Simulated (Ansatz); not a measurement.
Cu4S3

| atom | x (Å) | y (Å) | z (Å) |
| --- | --- | --- | --- |
| Cu | 0.8974 | 0.9305 | -0.9480 |
| Cu | 0.4825 | 0.5901 | 1.4064 |
| Cu | -1.4412 | 0.1916 | -0.4058 |
| Cu | 0.2660 | -1.4836 | 0.0145 |
| S | -0.6226 | 2.1356 | 0.2296 |
| S | 2.1777 | -0.4249 | 0.2850 |
| S | -1.7599 | -1.9393 | -0.5816 |

Geometry: r2SCAN-D4/def2-SVP.

Theory: RKS PBE0-D4/def2-TZVP (Ansatz 0.2.0).

**What will maps of the electron density and electron localisation function show?**

Cu–S (2.16 Å): the density is about 0.67 e/Å³ at the midpoint; the ELF peaks at about 0.80 in the valence shell of S, 0.8 Å from its nucleus, and is about 0.45 at the midpoint.
Cu–S (2.20 Å): ρ is about 0.62 e/Å³ halfway; the ELF peaks at about 0.85 in the valence shell of S, 0.9 Å from its nucleus, and is about 0.50 at the midpoint.

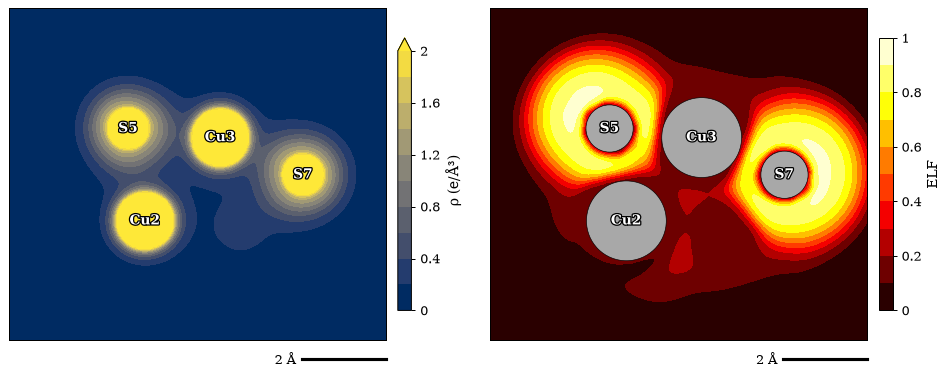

Computed electron density and electron localisation function on the plane of atoms Cu2, S5 and Cu3, in this order. Grey discs cover the atomic cores in the ELF map. 
